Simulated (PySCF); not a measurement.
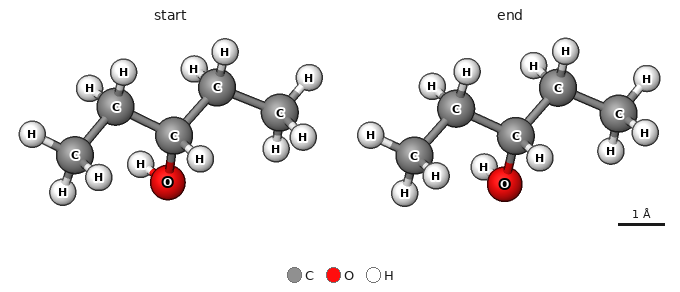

The structure of C$_{5}$H$_{12}$O before (left) and after (right) a relaxation, at one scale.

Style: ball-and-stick. Shown at a tilt.

The start comes from MMFF94s. Its atoms were then displaced at random by about 0.03 Å.

Computed with PBE0-D3(BJ)/def2-SVP geometry optimisation, gas phase in PySCF. 

Describe what moved and what it gained.

Answer. Over 7 geometry steps the energy falls by 0.658 eV. The atom that moves furthest after the best rigid fit is an H atom (0.13 Å). By element the largest moves are H 0.13 Å, O 0.12 Å, C 0.06 Å. Near-neighbour distances that change, for instance: C–H 1.190 → 1.102 Å, C–O 1.468 → 1.412 Å, C–H 1.049 → 1.100 Å, C–C 1.569 → 1.519 Å. Bond angles that change, for instance: C–C–O 103.0° → 111.4°, C–C–H 115.4° → 108.4°, H–C–H 111.1° → 105.7°.
